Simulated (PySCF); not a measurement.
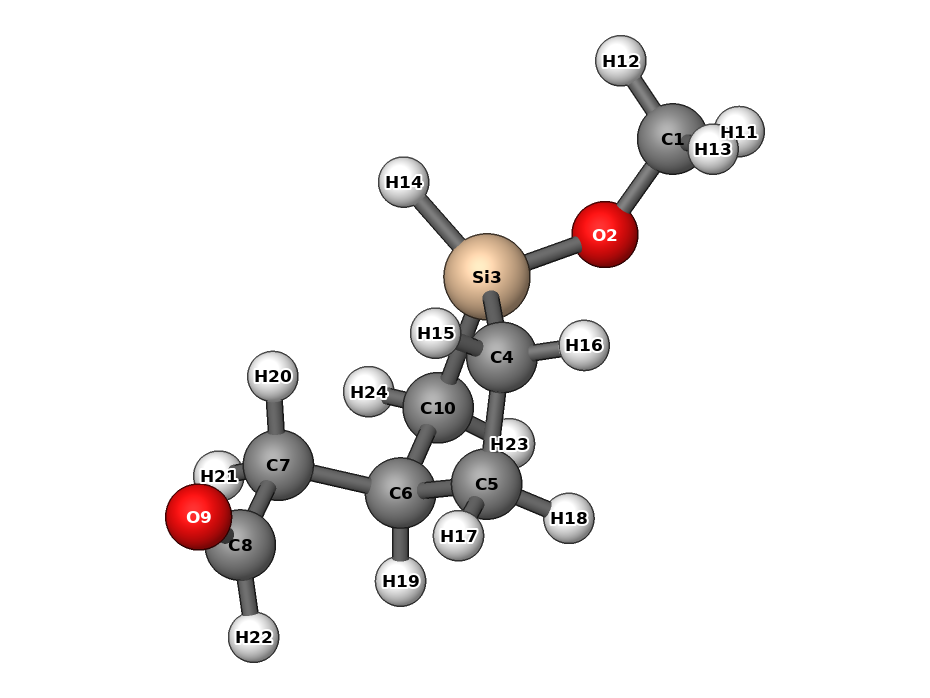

The geometry was computed by an optimisation with GFN2-xTB. No frequency run is at hand to confirm it as a minimum. Method: GIAO PBE0/pcSseg-1 NMR shielding, non-relativistic, gas phase (PySCF 2.14.0). Principal shieldings σ11 ≤ σ22 ≤ σ33, span Ω = σ33 − σ11, skew κ = 3(σiso − σ22)/Ω.

Give the shielding tensors of the Si atoms.

```
atom    σ11    σ22    σ33   σiso      Ω      κ
 Si3  273.5  335.9  384.6  331.3  111.1  −0.12
```

Shieldings and span in ppm.

The geometry is semi-empirical. Around Si such bond lengths and angles can be off by a tenth of an ångström or more and by several degrees, and values that hang on the shape move with them.
